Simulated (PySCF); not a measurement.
# Er(OH)3: how settings move a single point

Which settings matter for Er(OH)3? Each run alters one on purpose. It is a constructed species; whether it can be made isn't addressed.

The runs use PySCF 2.14.0; PBE, Er lcecp-1-SVP with ECP57, O def2-SVP, H def2-SVP; scalar-relativistic core potentials, no spin–orbit coupling.

4 further runs of the same task are left out: 2 for a known fault of the program, 2 that didn't finish.

## Step 1: Starting geometry

7 atoms, charge 0, spin multiplicity 1.

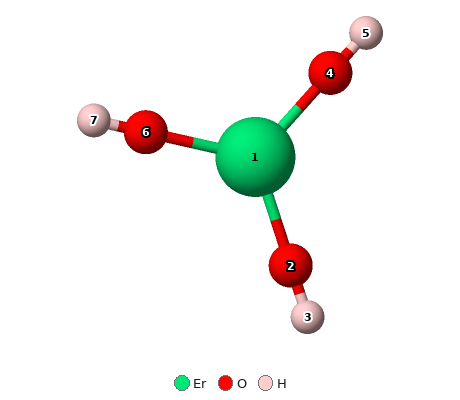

The structure; erbium green, oxygen red, hydrogen pink; atoms are numbered from 1 in the order of the file.

As a file:

```tsv
atom	x (Å)	y (Å)	z (Å)
Er1	0.0000	0.0000	0.1171
O2	2.0315	0.0000	0.1399
H3	2.9968	0.0000	0.1597
O4	-1.0157	1.7593	0.1399
H5	-1.4984	2.5953	0.1597
O6	-1.0157	-1.7593	0.1399
H7	-1.4984	-2.5953	0.1597
```

Formal oxidation states: Er +3. Each metal's 11 4f electrons lie in its core potential, so multiplicities, spins and levels count the valence alone. An earlier session relaxed this geometry at PBE, Er lcecp-1-SVP with ECP57, O def2-SVP, H def2-SVP (singlet, point group C3v).

The sound run used a (50, 194) grid (finer on f atoms), a threshold of 1e-8 and at most 55 cycles, and ended at -265.504554 Eh.

## Step 2: Try 1

run.py (the lines that set the calculation)

```python
mol = gto.M(atom='''
Er     0.00000     0.00000     0.11706
O      2.03146     0.00000     0.13992
H      2.99679     0.00000     0.15968
O     -1.01573     1.75930     0.13992
H     -1.49839     2.59530     0.15968
O     -1.01573    -1.75930     0.13992
H     -1.49840    -2.59530     0.15968''',
    basis={'Er': 'lcecp-1-SVP', 'O': 'def2-SVP', 'H': 'def2-SVP'},
    ecp={'Er': 'lcecp-1-SVP'},
    charge=0, spin=0)
mf = dft.RKS(mol, xc='PBE')
mf.grids.atom_grid = (50, 194)  # f atoms: unpruned, at least (60, 302)
mf = mf.density_fit()  # fitting sets: Er AutoAux, O def2-universal-JKFIT, H def2-universal-JKFIT
mf.conv_tol = 1e-06; mf.max_cycle = 55
mf.kernel(dm0)  # dm0: free metal ions and neutral atoms
```

On the command line:

```sh
$ OMP_NUM_THREADS=2 python run.py
```

Standard output:

```text
init E= -269.852615299828
  HOMO = -0.285336349853031  LUMO = -0.128790325364402  gap/eV = 4.25983
cycle= 1 E= -265.465394782237  delta_E= 4.39  |g|= 0.416  |ddm|= 2.88
  HOMO = -0.186453957972779  LUMO = -0.0440030160958891  gap/eV = 3.87629
cycle= 2 E= -265.471371746197  delta_E= -0.00598  |g|= 0.369  |ddm|= 0.839
  HOMO = -0.224304407559733  LUMO = -0.0786825173994607  gap/eV = 3.96257
cycle= 3 E= -265.503201305879  delta_E= -0.0318  |g|= 0.0852  |ddm|= 0.462
  HOMO = -0.21378572037172  LUMO = -0.0772112509150347  gap/eV = 3.71638
cycle= 4 E= -265.50344786529  delta_E= -0.000247  |g|= 0.0709  |ddm|= 0.0917
  HOMO = -0.218041916872107  LUMO = -0.075141014259426  gap/eV = 3.88853
cycle= 5 E= -265.504548708856  delta_E= -0.0011  |g|= 0.00402  |ddm|= 0.0559
  HOMO = -0.218335152116816  LUMO = -0.0756933274234015  gap/eV = 3.88148
cycle= 6 E= -265.504553716656  delta_E= -5.01e-06  |g|= 0.000301  |ddm|= 0.00664
  HOMO = -0.218293200490783  LUMO = -0.0756775613779403  gap/eV = 3.88077
cycle= 7 E= -265.504553736923  delta_E= -2.03e-08  |g|= 2.3e-05  |ddm|= 0.000243
  HOMO = -0.218288128976096  LUMO = -0.0756791455952879  gap/eV = 3.88059
Extra cycle  E= -265.504553736405  delta_E= 5.18e-10  |g|= 5.51e-05  |ddm|= 5.9e-05
converged SCF energy = -265.504553736405
```

Run time: 3.6 s. Hardware: 2 threads of Arm Neoverse V1, shared host.

Changed: the SCF threshold (1e-06). It converges in 7 cycles, at the sound run's energy within 0.001 eV, with a largest force component of 0.00 eV/Å. The result survives the change.

## Step 3: Try 2

run.py (the lines that set the calculation): that of step 2 with these lines changed.

```diff
@@ -14,3 +14,3 @@
 mf = mf.density_fit()  # fitting sets: Er AutoAux, O def2-universal-JKFIT, H def2-universal-JKFIT
-mf.conv_tol = 1e-06; mf.max_cycle = 55
-mf.kernel(dm0)  # dm0: free metal ions and neutral atoms
+mf.conv_tol = 1e-08; mf.max_cycle = 55
+mf.kernel(dm0)  # dm0: smeared density
```

On the command line:

```sh
$ OMP_NUM_THREADS=2 python run.py
```

Standard output:

```text
init E= -265.448235732114
  HOMO = -0.233516532696476  LUMO = -0.0778249354427842  gap/eV = 4.23658
cycle= 1 E= -265.501089456207  delta_E= -0.0529  |g|= 0.122  |ddm|= 0.272
  HOMO = -0.196939887222594  LUMO = -0.0797641335736152  gap/eV = 3.18851
cycle= 2 E= -265.48137591267  delta_E= 0.0197  |g|= 0.333  |ddm|= 0.318
  HOMO = -0.217639910164863  LUMO = -0.0762267446235505  gap/eV = 3.84805
cycle= 3 E= -265.504531796182  delta_E= -0.0232  |g|= 0.009  |ddm|= 0.215
  HOMO = -0.218047424806794  LUMO = -0.0754458709210475  gap/eV = 3.88039
cycle= 4 E= -265.504552556735  delta_E= -2.08e-05  |g|= 0.00213  |ddm|= 0.0105
  HOMO = -0.218263897402301  LUMO = -0.0756767842106889  gap/eV = 3.87999
cycle= 5 E= -265.504553711362  delta_E= -1.15e-06  |g|= 0.000349  |ddm|= 0.00268
  HOMO = -0.218285852819101  LUMO = -0.0756793073135107  gap/eV = 3.88052
cycle= 6 E= -265.504553718605  delta_E= -7.24e-09  |g|= 0.0003  |ddm|= 0.000351
  HOMO = -0.218291004444236  LUMO = -0.0756784443598626  gap/eV = 3.88069
cycle= 7 E= -265.504553737012  delta_E= -1.84e-08  |g|= 1.51e-05  |ddm|= 0.0002
  HOMO = -0.218291307880412  LUMO = -0.0756779520079611  gap/eV = 3.88071
cycle= 8 E= -265.504553737067  delta_E= -5.46e-11  |g|= 2.81e-06  |ddm|= 1.62e-05
  HOMO = -0.218291318887412  LUMO = -0.0756776991504964  gap/eV = 3.88071
Extra cycle  E= -265.504553737066  delta_E= 6.82e-13  |g|= 2.86e-06  |ddm|= 5.73e-06
converged SCF energy = -265.504553737066
```

Wall time 3.9 s (2 threads of Arm Neoverse V1, shared host).

Changed: the starting guess (smeared density). It converges in 8 cycles, at the sound run's energy within 0.001 eV, with a largest force component of 0.00 eV/Å. The result survives the change.

## Step 4: Try 3

run.py (the lines that set the calculation)

```python
mol = gto.M(atom='''
Er     0.00000     0.00000     0.12292
O      2.13304     0.00000     0.14691
H      3.14663    -0.00001     0.16766
O     -1.06651     1.84726     0.14691
H     -1.57331     2.72507     0.16766
O     -1.06652    -1.84726     0.14691
H     -1.57332    -2.72506     0.16766''',
    basis={'Er': 'lcecp-1-SVP', 'O': 'def2-SVP', 'H': 'def2-SVP'},
    ecp={'Er': 'lcecp-1-SVP'},
    charge=0, spin=0)
mf = dft.RKS(mol, xc='PBE')
mf.grids.atom_grid = (50, 194)  # f atoms: unpruned, at least (60, 302)
mf = mf.density_fit()  # fitting sets: Er AutoAux, O def2-universal-JKFIT, H def2-universal-JKFIT
mf.conv_tol = 1e-08; mf.max_cycle = 55
mf.kernel(dm0)  # dm0: free metal ions and neutral atoms
```

On the command line:

```sh
$ OMP_NUM_THREADS=2 python run.py
```

Standard output:

```text
init E= -269.668564414723
  HOMO = -0.268104128410184  LUMO = -0.133114273333238  gap/eV = 3.67326
cycle= 1 E= -265.449975550034  delta_E= 4.22  |g|= 0.403  |ddm|= 2.78
  HOMO = -0.192647346192401  LUMO = -0.0560693923442379  gap/eV = 3.71648
cycle= 2 E= -265.458090007973  delta_E= -0.00811  |g|= 0.314  |ddm|= 0.768
  HOMO = -0.209380859781992  LUMO = -0.094651473900818  gap/eV = 3.12195
cycle= 3 E= -265.484315534191  delta_E= -0.0262  |g|= 0.0875  |ddm|= 0.461
  HOMO = -0.217366077428209  LUMO = -0.087190293992073  gap/eV = 3.54226
cycle= 4 E= -265.485077956906  delta_E= -0.000762  |g|= 0.0904  |ddm|= 0.144
  HOMO = -0.21081872646127  LUMO = -0.0866352193632842  gap/eV = 3.37921
cycle= 5 E= -265.486701805753  delta_E= -0.00162  |g|= 0.00614  |ddm|= 0.059
  HOMO = -0.211666866366193  LUMO = -0.0873626591717205  gap/eV = 3.38249
cycle= 6 E= -265.4867102855  delta_E= -8.48e-06  |g|= 0.000436  |ddm|= 0.00726
  HOMO = -0.211614439068855  LUMO = -0.0873397050813125  gap/eV = 3.38169
cycle= 7 E= -265.486710329774  delta_E= -4.43e-08  |g|= 3.4e-05  |ddm|= 0.00037
  HOMO = -0.211610991236115  LUMO = -0.0873398100946758  gap/eV = 3.38159
cycle= 8 E= -265.486710329992  delta_E= -2.17e-10  |g|= 2.22e-05  |ddm|= 4.31e-05
  HOMO = -0.211612242349052  LUMO = -0.0873389520627867  gap/eV = 3.38165
Extra cycle  E= -265.486710329259  delta_E= 7.33e-10  |g|= 6.31e-05  |ddm|= 5.72e-05
converged SCF energy = -265.486710329259
```

Wall time 3.7 s (2 threads of Arm Neoverse V1, shared host).

Changed: the scale of all coordinates (1.05). It converges in 8 cycles, +0.486 eV from the sound run, with a largest force component of 2.17 eV/Å. The setting is unsound, so these numbers aren't the compound's.

## Step 5: Try 4

run.py (the lines that set the calculation)

```python
mol = gto.M(atom='''
Er     0.00000     0.00000     0.11706
O      2.03146     0.00000     0.13992
H      2.99679     0.00000     0.15968
O     -1.01573     1.75930     0.13992
H     -1.49839     2.59530     0.15968
O     -1.01573    -1.75930     0.13992
H     -1.49840    -2.59530     0.15968''',
    basis={'Er': 'lcecp-1-SVP', 'O': 'def2-SVP', 'H': 'def2-SVP'},
    ecp={'Er': 'lcecp-1-SVP'},
    charge=0, spin=0)
mf = dft.RKS(mol, xc='PBE')
mf.grids.atom_grid = (50, 194)  # f atoms: unpruned, at least (60, 302)
mf = mf.density_fit()  # fitting sets: Er AutoAux, O def2-universal-JKFIT, H def2-universal-JKFIT
mf.conv_tol = 1e-08; mf.max_cycle = 3
mf.kernel(dm0)  # dm0: free metal ions and neutral atoms
```

On the command line:

```sh
$ OMP_NUM_THREADS=2 python run.py
```

Standard output:

```text
init E= -269.852615299828
  HOMO = -0.285336349853029  LUMO = -0.12879032536441  gap/eV = 4.25983
cycle= 1 E= -265.465394782238  delta_E= 4.39  |g|= 0.416  |ddm|= 2.88
  HOMO = -0.186453957972784  LUMO = -0.044003016095882  gap/eV = 3.87629
cycle= 2 E= -265.471371746197  delta_E= -0.00598  |g|= 0.369  |ddm|= 0.839
  HOMO = -0.224304407559735  LUMO = -0.0786825173994643  gap/eV = 3.96257
cycle= 3 E= -265.503201305879  delta_E= -0.0318  |g|= 0.0852  |ddm|= 0.462
SCF not converged.
```

It took 0.9 s on 2 threads of Arm Neoverse V1, shared host.

Changed: the cycle limit (3). The SCF doesn't converge: the limit ends it too early, and the default cures it.

## Step 6: Results

| run | changed | ending | energy change (eV) | cycles | time | usable |
| --- | --- | --- | --- | --- | --- | --- |
| 1 | the SCF threshold | converged | 0.000 | 7 | 3.6 s | yes |
| 2 | the starting guess | converged | 0.000 | 8 | 3.9 s | yes |
| 3 | the scale of all coordinates | converged | +0.486 | 8 | 3.7 s | no |
| 4 | the cycle limit | not converged | – | 3 | 0.9 s | no |

2 of 4 altered runs give a usable result. 1 ended normally with numbers unfit to quote.
